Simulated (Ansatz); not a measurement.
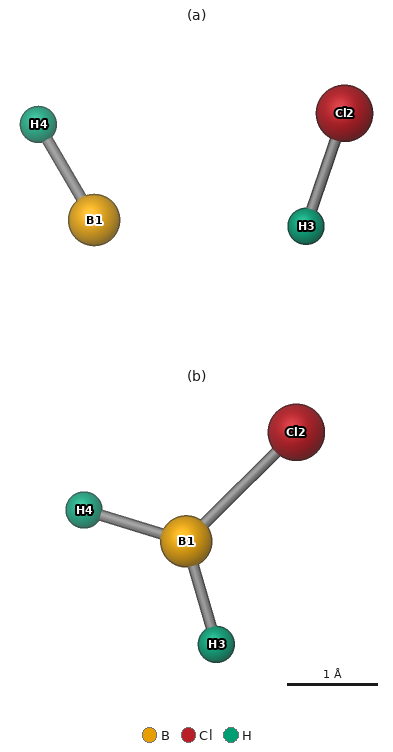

The structure of BH2Cl before (top) and after (bottom) a relaxation, at one scale.

Style: ball-and-stick. Shown face on.

The run prepares an end point of a later path (reaction) calculation, from a guessed geometry.

Level of theory: RKS PBE0-D4/def2-SVP (Ansatz 0.2.0).

Input file:
```yaml
crystal:
  periodic: [false, false, false]
  atoms:
    - { symbol: B, position_ang: [-0.284567, 0.0, -0.854455] }
    - { symbol: Cl, position_ang: [1.447758, 0.0, 1.66464] }
    - { symbol: H, position_ang: [1.763793, 0.0, 0.365756] }
    - { symbol: H, position_ang: [-1.390684, 0.0, -0.288941] }
basis:
  gaussian: { orbitals: def2-SVP }
hamiltonian:
  xc: pbe0
  dispersion: d4
relax:
  f_tol: 0.03
  max_steps: 50
```

Command:
```bash
ansatz run input.yaml --threads 1 --pin off --max-ram 2048MiB --backend cpu --events-out ev --progress --plain --runs-dir out
```

Question: What changed between the two?

Answer: The atom that moves furthest after the best rigid fit is H3 (1.19 Å). By element the largest moves are H 1.19 Å, B 1.13 Å, Cl 0.72 Å. Near-neighbour distances that change, for instance: B1–Cl2 3.057 → 1.739 Å, Cl2–H3 1.337 → 2.540 Å, B1–H3 2.384 → 1.203 Å, B1–H4 1.242 → 1.203 Å. New bonds form, among them: B1–Cl2 (3.06 → 1.74 Å), B1–H3 (2.38 → 1.20 Å). Bonds break, among them: Cl2–H3 (1.34 → 2.54 Å). The energy falls by 112.9 kcal/mol in 11 geometry steps. The largest force component goes from 1 to 0.02 eV/Å.

Limits of the set-up: the start holds two separate molecules, 2.4 Å apart at their closest, whose relative position is a soft coordinate.
